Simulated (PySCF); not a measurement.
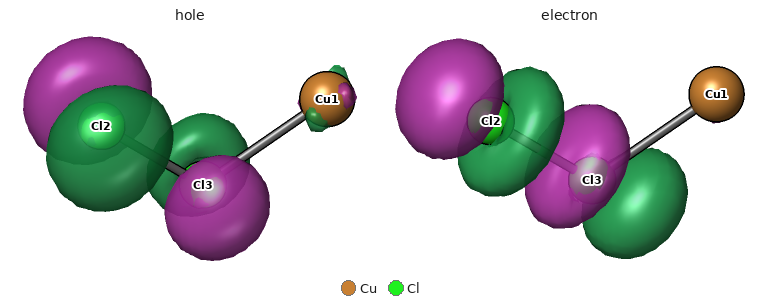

Figure. Cl2Cu, charge +1, SMILES `[Cu+].ClCl`. Leading natural transition orbital pair of S₁ (TDA singlet states); the surfaces enclose about 78 % of each orbital's density.

Level of theory: BHandHLYP/def2-SVP (PySCF), at a geometry from GFN2-xTB. This is a single-reference result, which may miss multireference character in this system. The pair's geometry is semi-empirical, so its contact may be too short or too long. GFN2-xTB bond lengths at metals and heavier atoms can be off by up to 0.1 Å and shapes distorted, which carries into these values. Without diffuse functions Rydberg states are missing, so the states' numbers hold for this basis only.

What kind of excitation is it, and where does it lie?

Answer. 3.35 eV (370 nm), f = 0.000 (dark), ligand-centred; the leading pair carries 99 %; hole on Cl2 (67 %) and Cl3 (29 %), electron on Cl2 (53 %), Cl3 (41 %) and Cu1 (6 %); their centroids lie 0.3 Å apart. In canonical orbitals it is mainly HOMO → LUMO (80 %). The HOMO–LUMO gap is 7.43 eV.
